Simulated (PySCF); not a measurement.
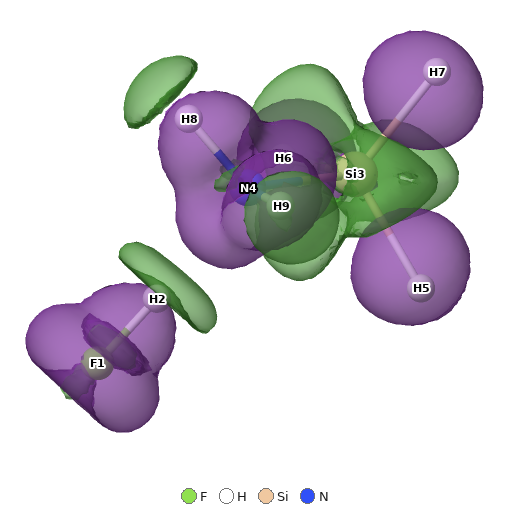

*FH$_{6}$NSi, SMILES `F.[SiH3]N`. Deformation density (molecule less spherical, spin-averaged free atoms at the same positions), surfaces at ±0.06 e/Å³; purple: gain, green: loss.*

Method: BP86/cc-pVTZ; geometry: GFN2-xTB; program: PySCF. The pair's geometry is semi-empirical, so its contact may be too short or too long.

Geometry (Å), atoms numbered from 1:

```
F1       2.3739   -0.3323    0.0006
H2       1.4724    0.0323    0.0004
Si3     -1.3334   -0.2663    0.0006
N4       0.0640    0.7923    0.0004
H5      -1.1775   -1.0462   -1.2265
H6      -1.1881   -1.0347    1.2264
H7      -2.6030    0.4682   -0.0068
H8       0.1715    1.3808    0.8122
H9       0.1786    1.3731   -0.8233
```

How much density has each bond gained at its critical point, relative to the free atoms?

Answer. N4–H8 and N4–H9: +0.82 e/Å³ at the bond critical point (bond length 1.01 Å, Mayer order 1.0). F1–H2: +0.53 e/Å³ at the bond critical point (bond length 0.97 Å, Mayer order 0.8). Si3–H6: +0.23 e/Å³ at the bond critical point (bond length 1.45 Å, Mayer order 1.0). Si3–H5: +0.22 e/Å³ at the bond critical point (bond length 1.46 Å, Mayer order 1.0). Si3–H7: +0.21 e/Å³ at the bond critical point (bond length 1.47 Å, Mayer order 0.9). Si3–N4: +0.12 e/Å³ at the bond critical point (bond length 1.75 Å, Mayer order 1.1); up to 0.6 Å beside the axis the gain reaches +0.41 e/Å³. H2–N4: −0.02 e/Å³ at the bond critical point (bond length 1.60 Å, Mayer order 0.2). In all, 1.8 electrons gather in the regions of gain relative to the promolecule. A small or negative value marks a very polar bond, one between electron-rich atoms, whose free-atom densities already overlap strongly, a long bond to a heavier atom, or a closed-shell contact such as a hydrogen bond.

Where do the Hirshfeld charges lie?

Answer. The highest Hirshfeld charge is on Si3 (+0.37 e), the lowest on F1 (−0.30 e).

```json
{"atom": "F1", "charge (e)": "−0.30"}
{"atom": "H2", "charge (e)": "+0.09"}
{"atom": "Si3", "charge (e)": "+0.37"}
{"atom": "N4", "charge (e)": "−0.21"}
{"atom": "H5", "charge (e)": "−0.06"}
{"atom": "H6", "charge (e)": "−0.06"}
{"atom": "H7", "charge (e)": "−0.08"}
{"atom": "H8", "charge (e)": "+0.13"}
{"atom": "H9", "charge (e)": "+0.13"}
```
